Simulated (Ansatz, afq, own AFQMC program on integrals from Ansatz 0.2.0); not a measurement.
# InH2+ (singlet): AFQMC on the coupled-cluster ladder at scale of all distances = 1.112, def2-TZVP, part 2 of 2

Ansatz 0.2.0, Gaussian basis, and an in-house AFQMC program (afq) on its integrals; all values are calculated; def2-TZVP, frozen cores. The steps go on from the part before.

**12. Phaseless AFQMC, CISD trial on RHF**

It reads the integrals that the CCSD(T) run on this determinant wrote.

Started as:

```console
> afq ham --method phaseless --trial cisd --walkers 4000 --populations 20 --least-time 60 --time-step 0.005 --steps-per-block 50 --equilibration-blocks 28 --max-blocks 4000 --target-error 0.00012 --factor-cut 1e-05 --seed 8496 --release-times 0.24,0.51,0.99,1.62,2.4 --release-step 0.03 --release-every 3 --taylor-order 6
```

Output:

```text
orbitals 53  electrons 2 2  factors 438 of 591
reference energy -190.08268483 Eh
CCSD correlation -0.07171576 Eh in 10 cycles, weight of the determinant in the CISD state 0.9354
energy of the start -190.154409 Eh
 block  time / (1/Eh)  mean weight  energy / Eh
     1     0.250  1.0001  -190.154209
     2     0.500  1.0000  -190.154267
     3     0.750  0.9999  -190.154424
     4     1.000  0.9999  -190.154616
     5     1.250  0.9999  -190.154743
     6     1.500  0.9999  -190.154874
     7     1.750  1.0001  -190.154985
     8     2.000  0.9998  -190.155110
     9     2.250  1.0000  -190.155243
    10     2.500  1.0000  -190.155320
    11     2.750  1.0000  -190.155333
    12     3.000  1.0001  -190.155388
    13     3.250  1.0000  -190.155465
    14     3.500  1.0000  -190.155556
    15     3.750  0.9999  -190.155532
    16     4.000  1.0000  -190.155525
    17     4.250  1.0000  -190.155527
    18     4.500  1.0000  -190.155616
    19     4.750  1.0001  -190.155654
    20     5.000  1.0001  -190.155555
    21     5.250  1.0002  -190.155612
    22     5.500  0.9999  -190.155522
    23     5.750  0.9999  -190.155650
    24     6.000  1.0001  -190.155592
    25     6.250  0.9998  -190.155608
    26     6.500  1.0000  -190.155548
    27     6.750  1.0002  -190.155699
    28     7.000  1.0000  -190.155577
    29     7.250  0.9998  -190.155748
    30     7.500  0.9999  -190.155708
    31     7.750  1.0003  -190.155865
    32     8.000  0.9999  -190.155732
    33     8.250  1.0000  -190.155709
    34     8.500  0.9999  -190.155685
    35     8.750  0.9998  -190.155758
    36     9.000  1.0000  -190.155727
    37     9.250  1.0000  -190.155702
    38     9.500  1.0000  -190.155582
    39     9.750  0.9999  -190.155691
    40    10.000  1.0001  -190.155751
    41    10.250  1.0000  -190.155690
    42    10.500  1.0000  -190.155635
    43    10.750  1.0000  -190.155664
    44    11.000  0.9999  -190.155629
    45    11.250  0.9999  -190.155674
    46    11.500  0.9999  -190.155646
    47    11.750  1.0001  -190.155608
    48    12.000  1.0001  -190.155753
    49    12.250  1.0000  -190.155805
    50    12.500  1.0000  -190.155666
    51    12.750  1.0000  -190.155684
    52    13.000  1.0000  -190.155613
    53    13.250  0.9998  -190.155543
    54    13.500  0.9999  -190.155623
    55    13.750  1.0000  -190.155657
    56    14.000  1.0001  -190.155736
    57    14.250  0.9999  -190.155728
    58    14.500  0.9998  -190.155771
    59    14.750  1.0001  -190.155870
    60    15.000  1.0000  -190.155742
    61    15.250  1.0000  -190.155767
    62    15.500  0.9998  -190.155735
    63    15.750  1.0001  -190.155699
    64    16.000  0.9999  -190.155483
    65    16.250  0.9999  -190.155593
    66    16.500  0.9999  -190.155644
    67    16.750  1.0000  -190.155752
    68    17.000  0.9998  -190.155666
    69    17.250  1.0001  -190.155669
    70    17.500  0.9999  -190.155617
    71    17.750  1.0002  -190.155442
    72    18.000  0.9998  -190.155538
    73    18.250  1.0000  -190.155587
    74    18.500  1.0001  -190.155579
    75    18.750  1.0000  -190.155700
    76    19.000  1.0001  -190.155651
    77    19.250  0.9999  -190.155678
    78    19.500  0.9998  -190.155633
error from the spread of 20 populations
released: time / (1/Eh)  energy / Eh  error  mean overlap
  0.24  -190.155709  0.000030  0.9998
  0.51  -190.155716  0.000029  0.9994
  0.99  -190.155729  0.000022  1.0021
  1.62  -190.155764  0.000018  0.9997
  2.40  -190.155770  0.000015  0.9990
energy -190.155677 +/- 0.000035 Eh
```

Run time: 58 s. Hardware: 1 × NVIDIA H100 80GB HBM3 with 2 threads of AMD EPYC 7R13 (Zen 3), shared host; peak host memory 1.6 GiB.

Energy -5174.3996 ± 0.0010 eV. Caveats: constraint bias not in the error.

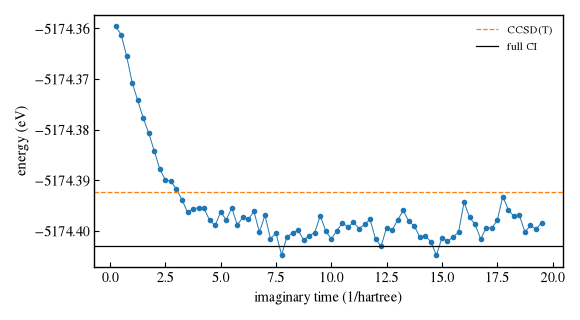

Block energies along the walk.

**13. Phaseless AFQMC, single-determinant trial on RHF**

It reads the integrals that the CCSD(T) run on this determinant wrote.

Started as:

```console
> afq ham --method phaseless --trial hf --walkers 4000 --populations 20 --least-time 40 --time-step 0.005 --steps-per-block 20 --equilibration-blocks 112 --max-blocks 4000 --target-error 0.0006000000000000001 --factor-cut 1e-05 --seed 531 --taylor-order 6
```

Output:

```text
orbitals 53  electrons 2 2  factors 438 of 591
reference energy -190.08268483 Eh
CCSD correlation -0.07171576 Eh in 10 cycles, weight of the determinant in the CISD state 0.9354
energy of the start -190.082685 Eh
 block  time / (1/Eh)  mean weight  energy / Eh
     1     0.100  1.0003  -190.093318
     2     0.200  1.0001  -190.101908
     3     0.300  1.0005  -190.108645
     4     0.400  1.0002  -190.114286
     5     0.500  1.0001  -190.119059
     6     0.600  1.0002  -190.123040
     7     0.700  1.0001  -190.126199
     8     0.800  1.0002  -190.129372
     9     0.900  1.0002  -190.132151
    10     1.000  1.0000  -190.134124
    11     1.100  1.0002  -190.136175
    16     1.600  1.0001  -190.143454
    21     2.100  1.0001  -190.145928
    26     2.600  0.9999  -190.150072
    31     3.100  0.9999  -190.151562
    36     3.600  1.0001  -190.153716
    41     4.100  1.0000  -190.152916
    46     4.600  1.0000  -190.154240
    51     5.100  0.9999  -190.155215
    56     5.600  1.0001  -190.156381
    61     6.100  0.9999  -190.156196
    66     6.600  1.0000  -190.157016
    71     7.100  0.9998  -190.157584
    76     7.600  1.0001  -190.156356
    81     8.100  1.0002  -190.156144
    86     8.600  1.0000  -190.155996
    91     9.100  1.0000  -190.154401
    96     9.600  1.0000  -190.156685
   101    10.100  1.0001  -190.155912
   106    10.600  0.9998  -190.157602
   111    11.100  0.9999  -190.159072
   116    11.600  1.0002  -190.162106
   121    12.100  1.0001  -190.158691
   126    12.600  1.0001  -190.154398
   131    13.100  1.0002  -190.156197
   136    13.600  0.9999  -190.156606
   141    14.100  1.0002  -190.157303
   146    14.600  0.9999  -190.155349
   151    15.100  1.0000  -190.154381
   156    15.600  1.0000  -190.154292
   161    16.100  0.9999  -190.154932
   166    16.600  0.9999  -190.155002
   171    17.100  1.0000  -190.154028
   176    17.600  1.0000  -190.153316
   181    18.100  1.0001  -190.155831
   186    18.600  1.0001  -190.157007
   191    19.100  1.0001  -190.157180
   196    19.600  1.0001  -190.155569
   201    20.100  1.0000  -190.155932
error from the spread of 20 populations
energy -190.155924 +/- 0.000592 Eh
```

It took 39 s on 1 × NVIDIA H100 80GB HBM3 with 2 threads of AMD EPYC 7R13 (Zen 3), shared host; peak host memory 1.6 GiB.

Energy -5174.4063 ± 0.0161 eV. Caveats: constraint bias not in the error.

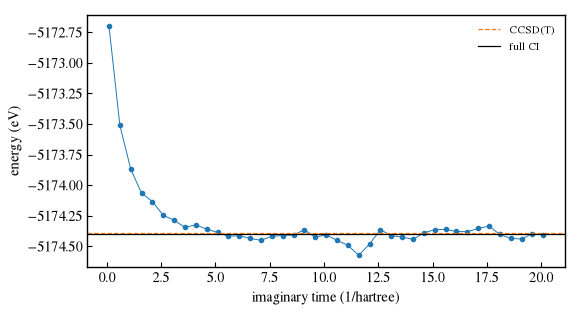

Block energies along the walk.

**14. Free-projection AFQMC, CISD trial on RHF**

It reads the integrals that the CCSD(T) run on this determinant wrote.

Started as:

```console
> afq ham --method free --trial cisd --walkers 4000 --time-step 0.03 --max-blocks 4000 --target-error 0.00024 --factor-cut 1e-05 --seed 4010 --times 0,0.3,0.6,1.2,1.8,2.4,3.6,4.8,6 --taylor-order 8
```

Output:

```text
orbitals 53  electrons 2 2  factors 438 of 591
reference energy -190.08268483 Eh
CCSD correlation -0.07171576 Eh in 10 cycles, weight of the determinant in the CISD state 0.9354
repeat  energy at the last time / Eh  error
    10  -190.155801  0.000028
    20  -190.155777  0.000017
    30  -190.155791  0.000015
time / (1/Eh)  energy / Eh  error  mean overlap
  0.00  -190.154406  0.000004  1.0690
  0.30  -190.154964  0.000005  1.0682
  0.60  -190.155254  0.000006  1.0680
  1.20  -190.155519  0.000006  1.0693
  1.80  -190.155632  0.000009  1.0701
  2.40  -190.155707  0.000008  1.0699
  3.60  -190.155755  0.000012  1.0719
  4.80  -190.155792  0.000014  1.0701
  6.00  -190.155792  0.000014  1.0704
energy -190.155792 +/- 0.000014 Eh
```

It took 38 s on 1 × NVIDIA H100 80GB HBM3 with 2 threads of AMD EPYC 7R13 (Zen 3), shared host; peak host memory 1.6 GiB.

Energy -5174.4027 ± 0.0004 eV. Caveats: remainder of the start not in the error.

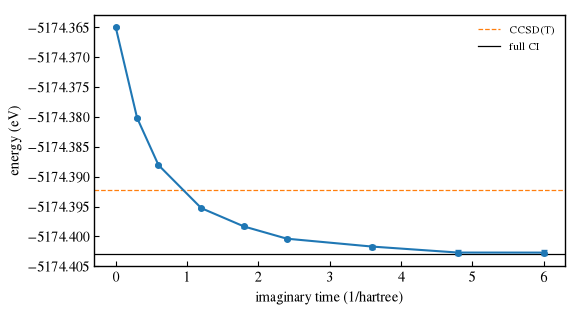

Energy against projection time, with error bars.

**15. UHF**

The input, in.yaml:

```yaml
crystal:
  periodic: [false, false, false]
  atoms:
    - {symbol: In, position_ang: [0.000000, 0.000000, 0.000000]}
    - {symbol: H, position_ang: [0.000000, 0.000000, -1.851925]}
    - {symbol: H, position_ang: [0.000000, 0.000000, 1.851925]}
basis:
  gaussian: {orbitals: def2-TZVP}
total_charge: 1
magnetization: {spin_polarized: true, initial_magnetization: 0}
hamiltonian: {xc: hf}
output: {orbitals: {seedname: orbitals}}
```

Started as:

```console
> ansatz run in.yaml --threads 1 --pin off --events-out ev --progress --plain --max-ram 24576MiB --backend cuda --devices 0, --max-vram 18GiB
```

Output:

```text
Functional definition: HF
  name "HF"
  cite "Fock, Z. Phys. 61, 126 (1930) doi:10.1007/BF01340294"
  parent pbe
  exchange = exact_x
  correlation = 0
632 factors; their error is unknown
mean field evaluation 1: about -5171.9122 eV, gradient 5.2e0 eV
mean field evaluation 2: about -5172.1908 eV, gradient 1.5e0 eV
mean field evaluation 4: about -5172.2202 eV, gradient 1.9e-1 eV
mean field evaluation 8: about -5172.4131 eV, gradient 1.9e-5 eV
mean field evaluation 16: about -5172.0211 eV, gradient 2.1e0 eV
mean field -5172.41314248 eV, -190.0826769986 hartree, gradient 3.6e-6 eV, S^2 0.000000; 0 other end points of the search recorded, 0 dependent functions left out
reference -5172.41314248 eV, -190.0826769986 hartree; 11, 11 occupied and 51, 51 virtual orbitals, 632 factors
Total energy: -5172.41314248 eV, -190.0826769986 hartree
```

Run time: 14 s. Hardware: 1 × NVIDIA H100 80GB HBM3 with 1 thread of AMD EPYC 7R13 (Zen 3), shared host; peak host memory 1.6 GiB.

From the report: ⟨S²⟩ of the determinant 0.000 (pure singlet: 0.00).

**16. AFQMC on the ladder**

On the RHF determinant, counted from full CI (exact for this spin and basis):

| level | energy (eV) | from full CI (kcal/mol) | statistical error (kcal/mol) | time |
| --- | --- | --- | --- | --- |
| HF | -5172.4134 | +45.88 |  |  |
| MP2 | -5173.8645 | +12.42 |  |  |
| CCSD | -5174.3648 | +0.88 |  |  |
| CCSD(T) | -5174.3922 | +0.25 |  |  |
| CCSDT(Q) | -5174.4026 | +0.01 |  |  |
| full CI | -5174.4029 | 0.00 |  |  |
| Phaseless AFQMC, CISD trial, step 0.005, 4000 walkers | -5174.3996 | +0.08 | 0.02 | 58 s |
| Phaseless AFQMC, single-determinant trial, step 0.005, 4000 walkers | -5174.4063 | -0.08 | 0.37 | 39 s |
| Free-projection AFQMC, CISD trial, step 0.03, 4000 walkers | -5174.4027 | 0.00 | 0.01 | 38 s |

The functionals' totals stand on their own zeros and serve differences with other points: PBE -5197.777 eV; r2SCAN -5199.602 eV; PBE0 -5197.720 eV; B3LYP -5199.756 eV; wB97M-V -5196.072 eV; B2PLYP -5190.022 eV.

**17. What came out**

This closing draws on all 2 parts.

| quantity | value |
| --- | --- |
| CCSD(T) on RHF from full CI | +0.25 kcal/mol |
| Phaseless AFQMC, CISD trial on RHF from full CI | +0.08 ± 0.02 kcal/mol |
| Phaseless AFQMC, single-determinant trial on RHF from full CI | -0.08 ± 0.37 kcal/mol |
| Free-projection AFQMC, CISD trial on RHF from full CI | 0.00 ± 0.01 kcal/mol |

**Reading.** On RHF the phaseless walk with the CISD trial lies +0.08 kcal/mol from full CI, 3 times its error bar: mostly the bias of the constraint. Free projection has no constraint; at the last time it gives 0.00 ± 0.01 kcal/mol. Error bars are statistical and leave out the constraint, the time step and what remains of the start. In carries a core potential, and spin-orbit coupling is left out.
